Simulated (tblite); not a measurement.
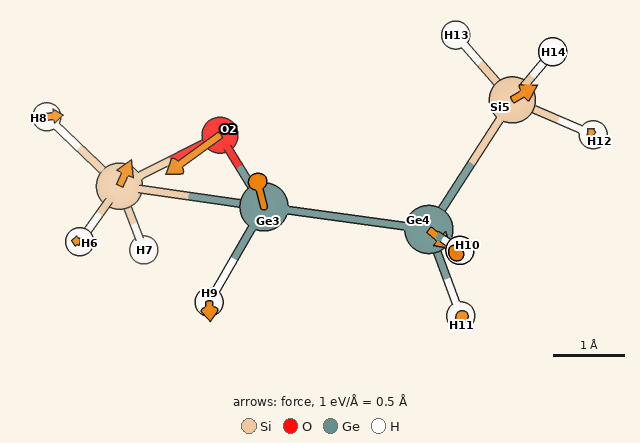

Starting geometry of Ge$_{2}$Si$_{2}$H$_{9}$O (multiplicity 2) with the computed forces as orange arrows. A ball-and-stick model, seen at a tilt.

Computed with GFN2-xTB geometry optimisation, gas phase in tblite. 

What follows when this structure is relaxed?

Answer. It isn't relaxed: the largest force vector, on a Ge atom, is 2.22 eV/Å. The final displacements have little in common with the starting forces (cosine between the two patterns 0.09). The largest move after the best rigid fit is that of an H atom, 2.35 Å. Largest moves by element: H 2.35 Å, Ge 1.74 Å, O 1.35 Å, Si 0.86 Å. Some distances before and after: Ge–Si 2.812 → 3.344 Å, Ge–Ge 2.360 → 2.549 Å, Ge–H 1.559 → 1.659 Å, Ge–Si 2.289 → 2.381 Å. Among the angles between lasting bonds that change: Si–O–Ge 107.4° → 155.5°, O–Ge–Ge 114.2° → 86.9°, Ge–Ge–H 112.1° → 98.3°. Groups turn about Ge–Si by about 40°, O–Si by about 35°, Ge–O by about 25°. Over 229 geometry steps the energy falls by 27.0 kcal/mol. Cost: 1.9 s on 1 thread of Arm Neoverse V1, with other jobs on the host.
